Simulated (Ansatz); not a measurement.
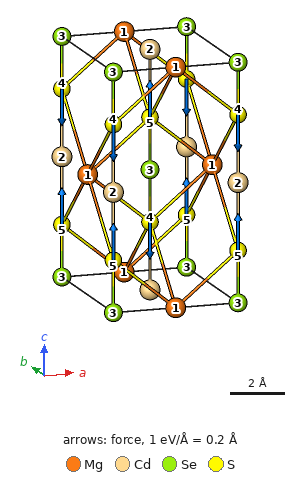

Starting geometry of solid MgCdSeS2 (a generated structure, set up in Immm) (coarse preliminary run) with the computed forces as blue arrows. The picture is a ball-and-stick view of the conventional cell (2 times the calculation's cell), seen slightly off an axis. Lengths and directions refer to the drawn axes.

These are results of Ansatz, DFT PBE, scalar-relativistic, plane waves, PAW, not measurements.

Input
```yaml
crystal:
  lattice:
    - [-2.45310267, 3.00695933, 4.61332753]
    - [2.45310267, -3.00695933, 4.61332753]
    - [2.45310267, 3.00695933, -4.61332753]
  atoms:
    - { symbol: Mg, position: [0.0, 0.5, 0.5] }
    - { symbol: Cd, position: [0.5, 0.5, 0.0] }
    - { symbol: Se, position: [0.0, 0.0, 0.0] }
    - { symbol: S, position: [0.78255786, 0.78255786, 0.0] }
    - { symbol: S, position: [0.21744214, 0.21744214, 0.0] }
basis:
  ecutwfc: 420
kpoints:
  mp_grid: { grid: [4, 4, 4] }
hamiltonian:
  xc: pbe
scf:
  occupations: { method: gaussian, width: 0.1 }
  lower_state_search: "off"
output:
  forces: true
  stress: true
  eigenvalues: true
relax:
  adjacent_minimum: "off"
  f_tol: 0.04
  max_steps: 70
  cell: { stress_tol: 0.4 }
```

Command:
```bash
ansatz run input.yaml --threads 1 --pin off --max-ram 2560MiB --backend cpu --events-out ev --progress --plain --runs-dir out
```

> What follows when this structure is relaxed?

It isn't relaxed: the largest force vector, on S atoms, is 7.26 eV/Å. The atoms end up moving mostly along the starting forces (cosine between the two patterns 1.00). The largest moves relative to the cell, 0.36 Å, are those of S4 and S5. S5 goes along +c. Se and Mg and Cd stay in place. The drawn cell changes as follows: a 4.906 → 5.043 Å (+2.8 %), b 6.014 → 6.101 Å (+1.4 %), c 9.227 → 9.531 Å (+3.3 %); the volume changes by +7.7 %. Among the contacts that change: Se3–S4 2.006 → 2.437 Å, Mg1–S4 3.169 → 3.507 Å, Cd2–S4 2.607 → 2.328 Å, Mg1–S4 (another image) 3.980 → 3.837 Å. The space group stays Immm (No. 71). After 5 accepted moves (6 points after the start) the energy has fallen by 495 meV per atom. The largest force component goes from 7.3 to 0.011 eV/Å. Pressure: 11.21 GPa at the start and 0.00 GPa at the end. At 1 point the geometry stayed and the basis and grid were re-selected for the new cell (energy shift of 0.2 meV per atom at most each time).
